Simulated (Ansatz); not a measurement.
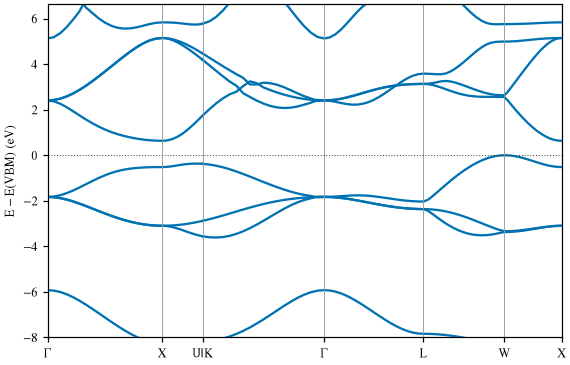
Figure: Band structure from PBEsol (plane waves, PAW; program Ansatz)

Task: Read off the gap and where the band edges lie.

Result: About 0.6 eV (0.63 eV by a search for the band edges); maximum at W, minimum at X.

Task: Which of these materials gives this?
A) ZnS, zinc blende
B) PbS, zinc blende
C) BP, zinc blende
D) BeSe, zinc blende

Result: B, PbS, zinc blende

Space group F-43m (zinc blende). The start of the workflow was typed in or built on a structure type; neither database checked (COD, Materials Project) lists it. It is not the phase usual at ambient conditions (space group No. 225). The PBEsol relaxation kept the symmetry of its start. At this level the phase is mechanically unstable. Scalar-relativistic: spin–orbit coupling is off unless named, which matters more the heavier the elements.

Potentials: the earlier of the program's two PAW sets. The files were generated under PBE; for other functionals the program regenerates the frozen cores, and for LDA and PBEsol the local potential too.
